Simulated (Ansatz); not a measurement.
# AlFH₂···H₂: what the fields show

Input file:

```
crystal:
  periodic: [false, false, false]
  atoms:
    - { symbol: Al, position_ang: [0.0, 0.0, 0.0] }
    - { symbol: F, position_ang: [0.0, 0.0, 2.04] }
    - { symbol: H, position_ang: [1.351, 0.0, -0.78] }
    - { symbol: H, position_ang: [-1.351, 0.0, -0.78] }
    - { symbol: H, position_ang: [0.0777, -1.7634, 0.5865] }
    - { symbol: H, position_ang: [0.0582, -1.3201, 1.5347] }
basis:
  gaussian: { orbitals: def2-SVPD }
hamiltonian:
  xc: b3lyp
  dispersion: d4
relax:
  f_tol: 0.15
  max_steps: 25
  restrain:
    - { distance: [0, 4], at: 2.76, k: 30.0 }
    - { distance: [5, 1], at: 2.12, k: 30.0 }
    - { distance: [0, 1], at: 1.69, k: 30.0 }
    - { distance: [5, 4], at: 0.66, k: 30.0 }
output:
  orbitals: {}
```

Launched as:

```sh
ansatz run input.yaml --threads 1 --pin off --max-ram 2048MiB --backend cpu --events-out ev --progress --plain --runs-dir out
```

The fields are those of the run's last geometry, not of the input's.

Not at a stationary point (largest force 1.7 eV/Å).

Level of theory: Ansatz 0.2.0, RKS B3LYP-D4/def2-SVPD.

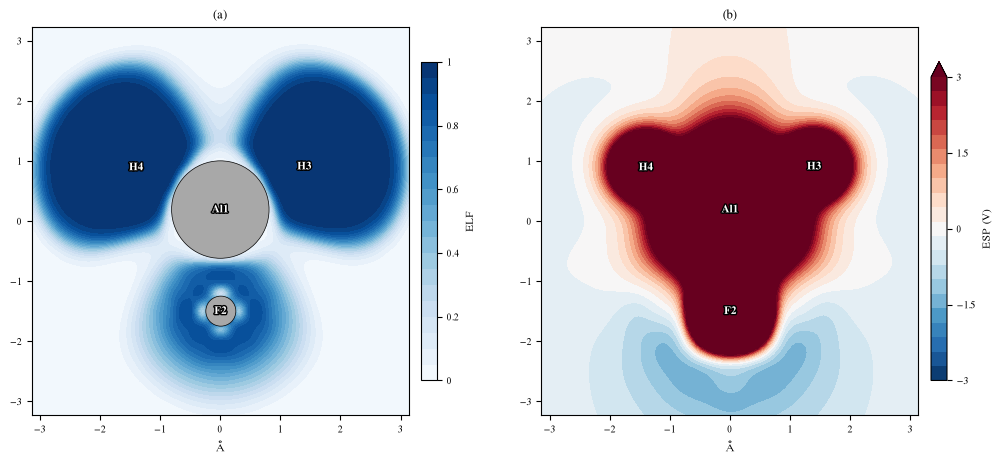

Figure 1. (a) electron localisation function; (b) molecular electrostatic potential on the plane of atoms F2, Al1 and H3. Grey discs cover the atomic cores in the ELF map.

**Describe what can be read from this map.**

- The section cuts through Al, F and H sites.
- Al–F (1.69 Å): the ELF peaks at about 0.85 in the valence shell of F, 0.7 Å from its nucleus, and is about 0.25 at the midpoint.
- Al–H (1.57 Å): the ELF climbs to about 1 towards the hydrogen.
- The ELF also peaks beside F2, away from the bonds: lone-pair regions.
- Outside the dense part of the complex the potential is most negative (−1.5 V) near F2.

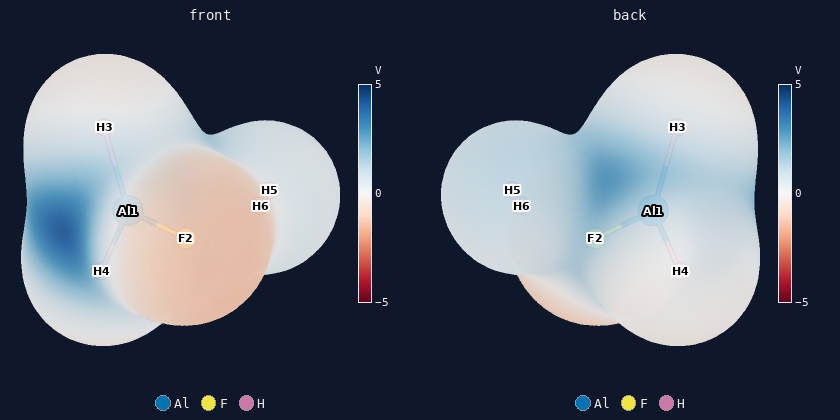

Figure 2. The electrostatic potential painted on the density surface at 0.002 e/bohr³, seen from the front and from behind; the colour scale runs from red (negative) to blue (positive).

**Describe the electrostatic potential map.**

The most negative region (about −1.3 V, or −30 kcal/mol for a unit charge) lies over F2, the most positive (about +4.0 V, or +92 kcal/mol for a unit charge) over Al1.

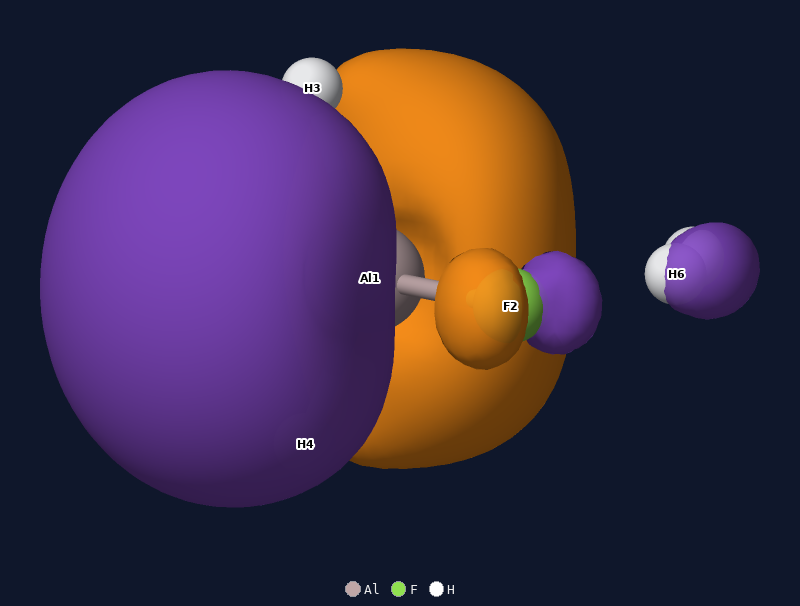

Figure 3. The LUMO at ±0.1 Å⁻³ᐟ² (orange and purple are the two phases), seen across its widest extent.

**Describe this orbital and give its energy.**

Its weight (Hirshfeld) is mainly on Al1 (about 75 %), H3 (about 5 %) and H4 (about 5 %). Its energy is −1.48 eV.
